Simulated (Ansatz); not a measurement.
# AlH5N2S: one species, many methods, part 2 of 2

Ansatz 0.2.0, Gaussian basis; functionals in def2-TZVPP, the program's frozen cores in correlated methods. The steps go on from the part before.

## (15) LC-ωPBE (range-separated)

Contents of in.yaml:

```yaml
crystal:
  periodic: [false, false, false]
  atoms:
    - {symbol: N, position_ang: [-0.333367, 1.123465, -1.020110]}
    - {symbol: Al, position_ang: [-0.067311, -0.155269, 0.167345]}
    - {symbol: N, position_ang: [1.403688, -1.127799, 0.168833]}
    - {symbol: S, position_ang: [-1.572721, -0.590682, 1.698035]}
    - {symbol: H, position_ang: [-1.199348, 1.619232, -1.146758]}
    - {symbol: H, position_ang: [0.351506, 1.445464, -1.683627]}
    - {symbol: H, position_ang: [1.646776, -1.784232, 0.891663]}
    - {symbol: H, position_ang: [2.111334, -1.118836, -0.546267]}
    - {symbol: H, position_ang: [-2.251959, 0.542458, 1.453686]}
basis:
  gaussian: {orbitals: def2-TZVPP}
hamiltonian: {xc: {name: LC-wPBE}}
output: {orbitals: {seedname: orbitals}}
```

Run with:

```bash
> ansatz run in.yaml --threads 4 --pin off --events-out ev --progress --plain --max-ram 10444MiB
```

The log of the run (excerpt; [...] marks lines left out):

```text
Functional definition: LC-wPBE
  name "LC-wPBE"
  cite "Vydrov & Scuseria, J. Chem. Phys. 125, 234109 (2006) doi:10.1063/1.2409292"
  cite "Heyd & Scuseria, J. Chem. Phys. 120, 7274 (2004) doi:10.1063/1.1668634"
  cite "Ernzerhof & Perdew, J. Chem. Phys. 109, 3313 (1998) doi:10.1063/1.476928"
  cite "Perdew, Burke & Ernzerhof, Phys. Rev. Lett. 77, 3865 (1996) doi:10.1103/PhysRevLett.77.3865"
  parent pbe
[...]
1158 factors; their error is unknown
380 factors; integrals over basis functions are off by at most 3.2e-5 eV
[...]
mean field -20492.17620553 eV, -753.0735854574 hartree, gradient 7.7e-5 eV, S^2 0.000000; 0 other end points of the search recorded, 0 dependent functions left out
reference -20492.17620554 eV, -753.0735854577 hartree; 24, 24 occupied and 192, 192 virtual orbitals, 1158 factors
Total energy: -20492.17620554 eV, -753.0735854577 hartree
```

It took 1.4 s on 4 threads of Arm Neoverse V2, shared host.

Atomisation energy: 2996.5 kJ/mol (free atoms -20461.120 eV, run apart). HOMO -9.93 eV, LUMO 2.10 eV.

## (16) ωB97X-V (range-separated)

in.yaml, as its differences from that of step 15:

```diff
@@ -14,3 +14,3 @@
   gaussian: {orbitals: def2-TZVPP}
-hamiltonian: {xc: {name: LC-wPBE}}
+hamiltonian: {xc: {name: wB97X-V}}
 output: {orbitals: {seedname: orbitals}}
```

The command is unchanged.

The log of the run (excerpt; [...] marks lines left out):

```text
Functional definition: wB97X-V
  name "wB97X-V"
  cite "Mardirossian & Head-Gordon, Phys. Chem. Chem. Phys. 16, 9904 (2014) doi:10.1039/C3CP54374A"
  cite "Becke, J. Chem. Phys. 107, 8554 (1997) doi:10.1063/1.475007"
  cite "Vydrov & Van Voorhis, J. Chem. Phys. 133, 244103 (2010) doi:10.1063/1.3521275"
[...]
      + integral(e_c_pw_opposite_spin*poly(b97_u_opposite, cos0, cos1)) + vv10(b, c)
1184 factors; their error is unknown
272 factors; integrals over basis functions are off by at most 1.2e-5 eV
[...]
mean field -20495.57122879 eV, -753.1983502608 hartree, gradient 7.2e-5 eV, S^2 0.000000; 0 other end points of the search recorded, 0 dependent functions left out
reference -20495.57122678 eV, -753.1983501872 hartree; 24, 24 occupied and 192, 192 virtual orbitals, 1184 factors
Total energy: -20495.57122678 eV, -753.1983501872 hartree
```

Run time: 4.3 s. Hardware: 4 threads of Arm Neoverse V2, shared host; peak memory 0.56 GiB.

With the free atoms at this level, -20464.061 eV in sum, the atomisation energy is 3040.3 kJ/mol. HOMO -9.54 eV, LUMO 1.87 eV.

## (17) ωB97M-V (range-separated)

in.yaml, as its differences from that of step 16:

```diff
@@ -14,3 +14,3 @@
   gaussian: {orbitals: def2-TZVPP}
-hamiltonian: {xc: {name: wB97X-V}}
-output: {orbitals: {seedname: orbitals}}
+hamiltonian: {xc: {name: wB97M-V}}
+output: {forces: true, orbitals: {seedname: orbitals}}
```

Same command.

The log of the run (excerpt; [...] marks lines left out):

```text
Functional definition: wB97M-V
  name "wB97M-V"
  cite "Mardirossian & Head-Gordon, J. Chem. Phys. 144, 214110 (2016) doi:10.1063/1.4952647"
  cite "Becke, J. Chem. Phys. 107, 8554 (1997) doi:10.1063/1.475007"
  cite "Vydrov & Van Voorhis, J. Chem. Phys. 133, 244103 (2010) doi:10.1063/1.3521275"
  # Of w^i u^j: cxij and so on, Table III.
[...]
  gx(w, u) = 1 - cx + cx01*u + cx10*w
  gss(w, u) = css00 + css04*u^4 + css10*w + css20*w^2 + css43*w^4*u^3
  gos(w, u) = cos00 + cos10*w + (cos20 + cos21*u)*w^2 + (cos60 + cos61*u)*w^6
[...]
      + integral(e_c_pw_mod_opposite_spin*gos(b97_w_opposite, b97_u_opposite)) + vv10(b, c)
1168 factors; their error is unknown
272 factors; integrals over basis functions are off by at most 1.2e-5 eV
[...]
Total energy: -20497.04885934 eV, -753.2526521822 hartree
Atom 0 at    -0.333367     1.123465    -1.020110 Å, force     0.001532     0.008833    -0.014427 eV/Å
Atom 1 at    -0.067311    -0.155269     0.167345 Å, force    -0.025496    -0.003811     0.027430 eV/Å
Atom 2 at     1.403688    -1.127799     0.168833 Å, force     0.019947    -0.009800    -0.007257 eV/Å
Atom 3 at    -1.572721    -0.590682     1.698035 Å, force    -0.051151     0.065861    -0.005192 eV/Å
Atom 4 at    -1.199348     1.619232    -1.146758 Å, force     0.026511     0.008640    -0.016658 eV/Å
Atom 5 at     0.351506     1.445464    -1.683627 Å, force    -0.035438     0.012712     0.001434 eV/Å
Atom 6 at     1.646776    -1.784232     0.891663 Å, force     0.019074     0.004482    -0.027813 eV/Å
Atom 7 at     2.111334    -1.118836    -0.546267 Å, force     0.004240    -0.020340     0.030703 eV/Å
Atom 8 at    -2.251959     0.542458     1.453686 Å, force     0.040781    -0.066577     0.011781 eV/Å
Dipole moment:     0.222696     0.192947    -0.328404 e Å
```

It took 6.5 s on 4 threads of Arm Neoverse V2, shared host; peak memory 0.67 GiB.

With the free atoms at this level, -20465.517 eV in sum, the atomisation energy is 3042.3 kJ/mol. HOMO -9.38 eV, LUMO 1.49 eV.

## (18) B2PLYP (double hybrid)

in.yaml, as its differences from that of step 17:

```diff
@@ -14,3 +14,2 @@
   gaussian: {orbitals: def2-TZVPP}
-hamiltonian: {xc: {name: wB97M-V}}
-output: {forces: true, orbitals: {seedname: orbitals}}
+hamiltonian: {xc: {name: B2PLYP}}
```

Same command.

The log of the run (excerpt; [...] marks lines left out):

```text
Functional definition: B2PLYP
  name "B2PLYP"
  cite "Grimme, J. Chem. Phys. 124, 034108 (2006) doi:10.1063/1.2148954"
  cite "Becke, Phys. Rev. A 38, 3098 (1988) doi:10.1103/PhysRevA.38.3098"
  cite "Lee, Yang & Parr, Phys. Rev. B 37, 785 (1988) doi:10.1103/PhysRevB.37.785"
[...]
1258 factors; integrals over basis functions are off by at most 8.8e-4 eV
[...]
mean field -20484.26782950 eV, -752.7829579986 hartree, gradient 8.1e-6 eV, S^2 0.000000; 0 other end points of the search recorded, 0 dependent functions left out
12 core orbitals not correlated: weight in the atoms' cores, before any rotation towards them, 1.000 or more for the frozen orbitals, at most 0.000 for the correlated occupied ones
reference -20484.26798813 eV, -752.7829638284 hartree; 12, 12 occupied and 192, 192 virtual orbitals, 1258 factors
second order -22.60731075 eV of doubles, -0.00000000 eV of singles
Total energy: -20490.37196204 eV, -753.0072807318 hartree
```

Wall time 2.6 s (4 threads of Arm Neoverse V2, shared host); peak memory 0.46 GiB.

With the free atoms at this level, -20459.434 eV in sum, the atomisation energy is 2985.1 kJ/mol.

## (19) PBE-QIDH (double hybrid)

in.yaml, as its differences from that of step 18:

```diff
@@ -14,2 +14,2 @@
   gaussian: {orbitals: def2-TZVPP}
-hamiltonian: {xc: {name: B2PLYP}}
+hamiltonian: {xc: {name: PBE-QIDH}}
```

The command is unchanged.

The log of the run (excerpt; [...] marks lines left out):

```text
Functional definition: PBE-QIDH
  name "PBE-QIDH"
  cite "Brémond, Sancho-García, Pérez-Jiménez & Adamo, J. Chem. Phys. 141, 031101 (2014) doi:10.1063/1.4890314"
  cite "Perdew, Burke & Ernzerhof, Phys. Rev. Lett. 77, 3865 (1996) doi:10.1103/PhysRevLett.77.3865"
[...]
1258 factors; integrals over basis functions are off by at most 8.8e-4 eV
[...]
mean field -20476.84287205 eV, -752.5100958454 hartree, gradient 5.1e-6 eV, S^2 0.000000; 0 other end points of the search recorded, 0 dependent functions left out
12 core orbitals not correlated: weight in the atoms' cores, before any rotation towards them, 1.000 or more for the frozen orbitals, at most 0.000 for the correlated occupied ones
reference -20476.84288433 eV, -752.5100962966 hartree; 12, 12 occupied and 192, 192 virtual orbitals, 1258 factors
second order -20.95782238 eV of doubles, -0.00000000 eV of singles
Total energy: -20483.82882513 eV, -752.7668248856 hartree
```

Run time: 2.7 s. Hardware: 4 threads of Arm Neoverse V2, shared host; peak memory 0.46 GiB.

With the free atoms at this level, -20453.054 eV in sum, the atomisation energy is 2969.3 kJ/mol.

## (20) Frontier levels by functional

Dipoles come from the runs that computed forces. Levels, from each run's orbital file:

| functional | HOMO (eV) | LUMO (eV) | gap (eV) | dipole (D) |
| --- | --- | --- | --- | --- |
| LDA (SPW92) | -5.88 | -0.98 | 4.90 |  |
| PBE-D4 | -5.70 | -0.80 | 4.90 | 2.09 |
| revPBE-D4 | -5.63 | -0.69 | 4.94 |  |
| BLYP-D4 | -5.56 | -0.77 | 4.79 |  |
| r2SCAN-D4 | -6.00 | -0.26 | 5.75 | 2.15 |
| B97M-V | -6.03 | -0.61 | 5.42 |  |
| PBE0-D4 | -7.12 | 0.01 | 7.13 |  |
| B3LYP-D4 | -6.86 | -0.30 | 6.57 | 2.10 |
| r2SCANh-D4 | -6.54 | -0.02 | 6.52 |  |
| r2SCAN0-D4 | -7.34 | 0.33 | 7.67 |  |
| HSE06-D4 | -6.72 | -0.36 | 6.36 |  |
| BHLYP-D4 | -8.26 | 0.67 | 8.93 |  |
| CAM-B3LYP-D4 | -8.49 | 0.82 | 9.31 |  |
| LC-ωPBE | -9.93 | 2.10 | 12.03 |  |
| ωB97X-V | -9.54 | 1.87 | 11.41 |  |
| ωB97M-V | -9.38 | 1.49 | 10.87 | 2.12 |

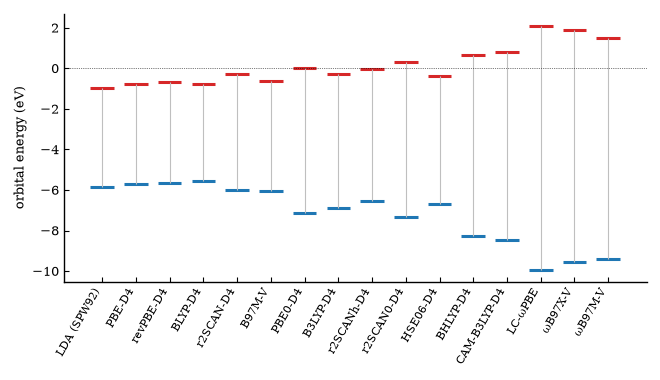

Highest occupied (blue) and lowest empty (red) level by functional.

## (21) CCSD(T) in def2-SVP

in.yaml, as its differences from that of step 19:

```diff
@@ -13,3 +13,3 @@
 basis:
-  gaussian: {orbitals: def2-TZVPP}
-hamiltonian: {xc: {name: PBE-QIDH}}
+  gaussian: {orbitals: def2-SVP}
+correlation: {method: ccsd_t}
```

Same command.

The log of the run (excerpt; [...] marks lines left out):

```text
Functional definition: HF
  name "HF"
  cite "Fock, Z. Phys. 61, 126 (1930) doi:10.1007/BF01340294"
  parent pbe
[...]
868 factors; integrals over basis functions are off by at most 1.2e-3 eV
[...]
mean field -20438.46793207 eV, -751.0998428125 hartree, gradient 1.9e-6 eV, S^2 0.000000; 0 other end points of the search recorded, 0 dependent functions left out
12 core orbitals not correlated: weight in the atoms' cores, before any rotation towards them, 1.000 or more for the frozen orbitals, at most 0.000 for the correlated occupied ones
reference -20438.46793207 eV, -751.0998428125 hartree; 12, 12 occupied and 65, 65 virtual orbitals, 868 factors
second order -14.52718077 eV of doubles, -0.00000000 eV of singles
cycle   1  -15.24033452 eV  change   -7.1e-1 eV  update   7.9e-2
[...]
cycle   9  -15.65867754 eV  change    1.2e-6 eV  update   9.4e-6
perturbative correction -0.38814599 eV, -0.0142641021 hartree
Total energy: -20454.51475560 eV, -751.6895527003 hartree
```

Run time: 1.2 s. Hardware: 4 threads of Arm Neoverse V2, shared host.

## (22) CCSD(T) in def2-TZVPP

in.yaml, as its differences from that of step 21:

```diff
@@ -13,3 +13,4 @@
 basis:
-  gaussian: {orbitals: def2-SVP}
+  gaussian: {orbitals: def2-TZVPP}
 correlation: {method: ccsd_t}
+output: {orbitals: {seedname: orbitals}}
```

Launched as before.

The log of the run (excerpt; [...] marks lines left out):

```text
Functional definition: HF
  name "HF"
  cite "Fock, Z. Phys. 61, 126 (1930) doi:10.1007/BF01340294"
  parent pbe
[...]
1258 factors; integrals over basis functions are off by at most 8.8e-4 eV
[...]
mean field -20448.41331727 eV, -751.4653289771 hartree, gradient 1.8e-6 eV, S^2 0.000000; 0 other end points of the search recorded, 0 dependent functions left out
12 core orbitals not correlated: weight in the atoms' cores, before any rotation towards them, 1.000 or more for the frozen orbitals, at most 0.000 for the correlated occupied ones
reference -20448.41331727 eV, -751.4653289771 hartree; 12, 12 occupied and 192, 192 virtual orbitals, 1258 factors
second order -18.63987237 eV of doubles, -0.00000000 eV of singles
cycle   1  -19.16920055 eV  change   -5.3e-1 eV  update   8.1e-2
[...]
cycle   9  -19.64683536 eV  change   -2.6e-7 eV  update   1.1e-5
perturbative correction -0.77875798 eV, -0.0286188278 hartree
Total energy: -20468.83891060 eV, -752.2159556874 hartree
```

Run time: 33 s. Hardware: 4 threads of Arm Neoverse V2, shared host; peak memory 3 GiB.

## (23) MP2 in def2-QZVPP

in.yaml, as its differences from that of step 22:

```diff
@@ -13,4 +13,3 @@
 basis:
-  gaussian: {orbitals: def2-TZVPP}
-correlation: {method: ccsd_t}
-output: {orbitals: {seedname: orbitals}}
+  gaussian: {orbitals: "def2-QZVPP.json"}
+correlation: {method: mp2}
```

Same command.

The log of the run:

```text
Functional definition: HF
  name "HF"
  cite "Fock, Z. Phys. 61, 126 (1930) doi:10.1007/BF01340294"
  parent pbe
  exchange = exact_x
  correlation = 0
2394 factors; integrals over basis functions are off by at most 1.0e-3 eV
mean field evaluation 1: about -20443.3449 eV, gradient 5.3e1 eV
mean field evaluation 2: about -20443.4215 eV, gradient 5.3e1 eV
mean field evaluation 4: about -20449.0187 eV, gradient 3.3e0 eV
mean field evaluation 8: about -20449.0820 eV, gradient 2.9e-1 eV
mean field evaluation 16: about -20449.0825 eV, gradient 1.4e-6 eV
mean field -20449.08245013 eV, -751.4899191563 hartree, gradient 1.4e-6 eV, S^2 0.000000; 0 other end points of the search recorded, 0 dependent functions left out
12 core orbitals not correlated: weight in the atoms' cores, before any rotation towards them, 1.000 or more for the frozen orbitals, at most 0.000 for the correlated occupied ones
reference -20449.08245013 eV, -751.4899191563 hartree; 12, 12 occupied and 380, 380 virtual orbitals, 2394 factors
second order -20.09701439 eV of doubles, -0.00000000 eV of singles
Total energy: -20469.17946452 eV, -752.2284708128 hartree
```

Wall time 8.5 s (4 threads of Arm Neoverse V2, shared host); peak memory 1.8 GiB.

The pieces so far (eV):

| basis | HF | MP2 correlation | CCSD correlation | (T) | total |
| --- | --- | --- | --- | --- | --- |
| def2-SVP | -20438.4679 | -14.5272 | -15.6587 | -0.3881 | -20454.5148 |
| def2-TZVPP | -20448.4133 | -18.6399 | -19.6468 | -0.7788 | -20468.8389 |
| def2-QZVPP | -20449.0825 | -20.0970 |  |  | -20469.1795 (MP2) |

The report of the def2-TZVPP run gives T1 = 0.0101.

## (24) From triple and quadruple zeta to the limit

This step is arithmetic on the last runs, with X = 3 and 4: exp(−7.88√X) for Hartree-Fock, X^−2.97 for correlation; only MP2 was run in the larger set, so CCSD(T) minus MP2 is added from the smaller one.

| level | energy at the limit (eV) |
| --- | --- |
| HF | -20449.1746 |
| MP2 | -20470.3510 |
| CCSD | -20471.3580 |
| CCSD(T) | -20472.1367 |

## (25) RPA on PBE orbitals

in.yaml, as its differences from that of step 23:

```diff
@@ -13,3 +13,4 @@
 basis:
-  gaussian: {orbitals: "def2-QZVPP.json"}
-correlation: {method: mp2}
+  gaussian: {orbitals: def2-TZVPP}
+hamiltonian: {xc: pbe}
+correlation: {method: rpa}
```

Launched as before.

The log of the run (excerpt; [...] marks lines left out):

```text
Functional definition: PBE
  name "PBE"
  cite "Perdew, Burke & Ernzerhof, Phys. Rev. Lett. 77, 3865 (1996) doi:10.1103/PhysRevLett.77.3865"
  parent pbe
[...]
1258 factors; integrals over basis functions are off by at most 8.8e-4 eV
[...]
mean field -20487.09919127 eV, -752.8870086247 hartree, gradient 2.2e-6 eV, S^2 0.000000; 1 other end points of the search recorded, 0 dependent functions left out
12 core orbitals not correlated: weight in the atoms' cores, before any rotation towards them, 1.000 or more for the frozen orbitals, at most 0.000 for the correlated occupied ones
reference -20447.22861649 eV, -751.4217920267 hartree; 12, 12 occupied and 192, 192 virtual orbitals, 1258 factors
Total energy: -20477.77753589 eV, -752.5444441076 hartree
```

Run time: 3.1 s. Hardware: 4 threads of Arm Neoverse V2, shared host; peak memory 0.45 GiB.

RPA correlation: -30.549 eV. No RPA run of the hydrogen atom was made, so RPA has no atomisation energy below.

## (26) The ladder

Atomisation energy = energies of 2 N, 1 Al, 1 S, 5 H (separate runs, same level) minus the molecule's; electronic only, no spin-orbit term.

Differences are taken before rounding.

| method | rung | atoms, summed (eV) | atomisation energy (kJ/mol) | from CCSD(T)/CBS (kJ/mol) | time |
| --- | --- | --- | --- | --- | --- |
| LDA (SPW92) | LDA | -20372.626 | 3435.5 | +405.0 | 0.75 s |
| PBE-D4 | GGA | -20455.571 | 3059.1 | +28.5 | 1.4 s |
| revPBE-D4 | GGA | -20464.372 | 2980.2 | -50.3 | 1.1 s |
| BLYP-D4 | GGA | -20467.247 | 3026.6 | -3.9 | 1.2 s |
| r2SCAN-D4 | meta-GGA | -20465.030 | 3011.4 | -19.2 | 2.7 s |
| B97M-V | meta-GGA | -20462.997 | 3034.1 | +3.6 | 5 s |
| PBE0-D4 | hybrid | -20457.943 | 2997.3 | -33.2 | 1.6 s |
| B3LYP-D4 | hybrid | -20469.459 | 3025.6 | -5.0 | 2.3 s |
| r2SCANh-D4 | hybrid | -20465.002 | 2988.9 | -41.7 | 2.6 s |
| r2SCAN0-D4 | hybrid | -20464.972 | 2956.1 | -74.4 | 2.8 s |
| HSE06-D4 | hybrid | -20457.387 | 2999.4 | -31.1 | 1.7 s |
| BHLYP-D4 | hybrid | -20467.442 | 2928.9 | -101.6 | 1.6 s |
| CAM-B3LYP-D4 | range-separated | -20467.155 | 3036.9 | +6.4 | 1.9 s |
| LC-ωPBE | range-separated | -20461.120 | 2996.5 | -34.0 | 1.4 s |
| ωB97X-V | range-separated | -20464.061 | 3040.3 | +9.8 | 4.3 s |
| ωB97M-V | range-separated | -20465.517 | 3042.3 | +11.8 | 6.5 s |
| B2PLYP | double hybrid | -20459.434 | 2985.1 | -45.4 | 2.6 s |
| PBE-QIDH | double hybrid | -20453.054 | 2969.3 | -61.2 | 2.7 s |
| HF/def2-TZVPP | wavefunction | -20427.069 | 2059.4 | -971.1 |  |
| MP2/def2-TZVPP | wavefunction | -20436.371 | 2960.3 | -70.2 |  |
| CCSD/def2-TZVPP | wavefunction | -20438.297 | 2871.7 | -158.8 |  |
| CCSD(T)/def2-SVP | wavefunction | -20425.987 | 2752.5 | -278.1 | 1.2 s |
| CCSD(T)/def2-TZVPP | wavefunction | -20438.580 | 2919.5 | -111.0 | 33 s |
| MP2/CBS | wavefunction | -20438.519 | 3071.4 | +40.8 |  |
| CCSD(T)/CBS | wavefunction | -20440.727 | 3030.5 | 0 | 42 s |

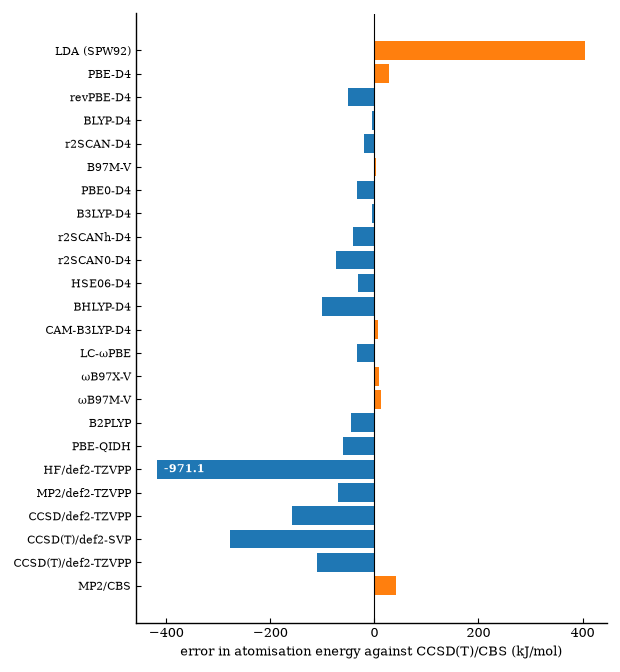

How far each level lands from CCSD(T)/CBS. Bars with a number in them are cut short.

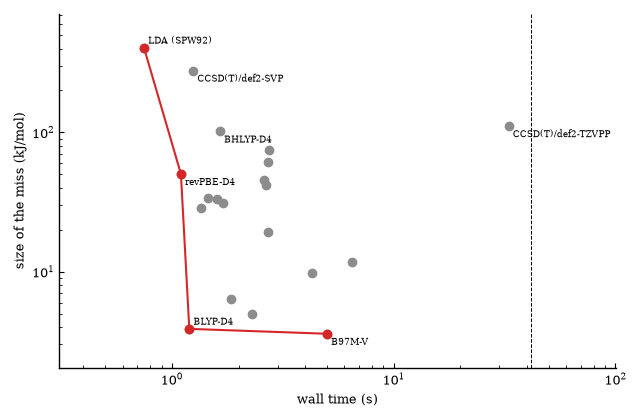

Accuracy for the time spent; red marks the levels that beat every quicker one drawn (of those quicker than the yardstick), and the dashed line is the time of CCSD(T)/CBS. Only those levels and the largest misses are named. Times are from a shared host.

LDA (SPW92), LC-ωPBE, B2PLYP, PBE-QIDH carry no dispersion term (for B3LYP, D4 adds 27.5 kJ/mol).

Times are those of the molecule's run; HF, MP2 and CCSD come out of the CCSD(T) runs, and the limit's time is the sum of the runs that it needs.

## (27) Summary of results

The summary covers parts 1 to 2.

| quantity | value |
| --- | --- |
| atomisation energy, CCSD(T)/CBS | 3030.5 kJ/mol |
| functionals within 15.2 kJ/mol (0.5 %) | BLYP-D4, B97M-V, B3LYP-D4, CAM-B3LYP-D4, ωB97X-V, ωB97M-V |
| farthest beyond LDA | BHLYP-D4 (-101.6 kJ/mol) |
| mean size of error, GGA | 27.6 kJ/mol |
| mean size of error, meta-GGA | 11.4 kJ/mol |
| mean size of error, hybrid | 47.8 kJ/mol |
| mean size of error, range-separated | 15.5 kJ/mol |
| mean size of error, double hybrid | 53.3 kJ/mol |
| gap, smallest and largest | 4.79 eV (BLYP-D4), 12.03 eV (LC-ωPBE) |
| T1 diagnostic | 0.0101 |
| triples share of the correlation energy | 3.8 % |

In words: LDA overbinds by 405.0 kJ/mol (13 %). PBE-D4 misses by +28.5 kJ/mol. Double hybrids carry the basis error of their MP2 part in triple zeta, and no dispersion term here, so their miss is partly the set-up's. By mean error the best rung here is meta-GGA (11.4 kJ/mol) and the worst beyond LDA is double hybrid (53.3 kJ/mol). The gap between the best rungs is small, so their order is not settled. Misses under about 15.2 kJ/mol are within the doubt on the reference itself, which lacks core-valence correlation, relativity and higher excitations. Hartree-Fock recovers 68 % of the binding; the rest is correlation. CCSD(T) in def2-SVP is off by -278.1 kJ/mol, so the small basis spoils what the method gains. The gap grows from 4.8 to 12.0 eV across the functionals, mostly with the share of exact exchange.

For cost: B97M-V gets within 3.6 kJ/mol in 5 s, where CCSD(T)/CBS took 42 s; the quickest level in the cost chart, LDA (SPW92), takes 0.75 s and misses by 405.0 kJ/mol.
